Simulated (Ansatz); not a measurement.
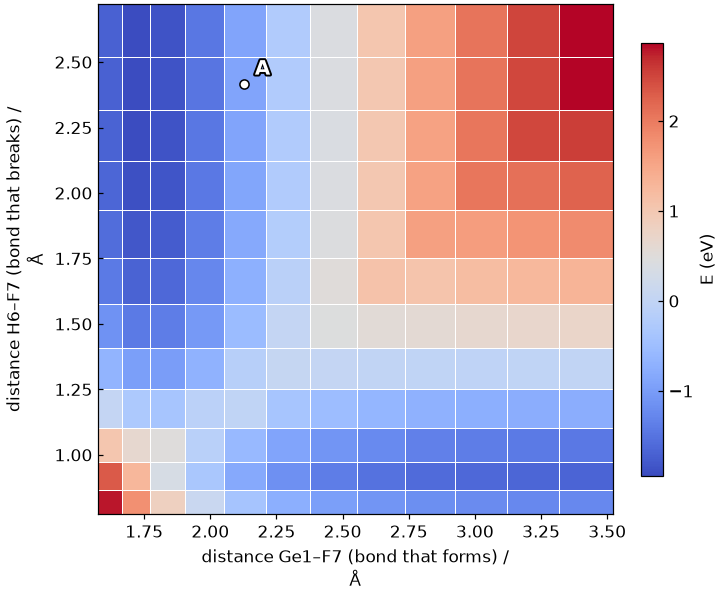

The reacting system FGeH₅ (fragments GeH₄ + FH where the first distance is long, FGeH₃ + H₂ where the second is long). The first coordinate is: distance Ge1–F7 (bond that forms); the second: distance H6–F7 (bond that breaks). Relaxed at each point: all other coordinates. The grid has 12 × 12 points. Points are written as (first, second). All energies are given in eV relative to a guessed transition structure relaxed with its forming and breaking bonds held. Energies and slopes of some neighbouring points disagree (a jump in structure or state, or too coarse a mesh). The reference is spin-restricted, so regions where a bond is pulled apart into radicals lie too high. The calculation used RKS PBE0-D4/def2-TZVP (Ansatz 0.2.0).

Drawn: one coloured cell a grid point, the point A.

**Is A at rest? If not, where is it pushed?**

A, at (2.128 Å, 2.417 Å), is not a stationary point. The computed force is 4 eV for each Å towards smaller values of the first coordinate and nearly zero along the second coordinate.
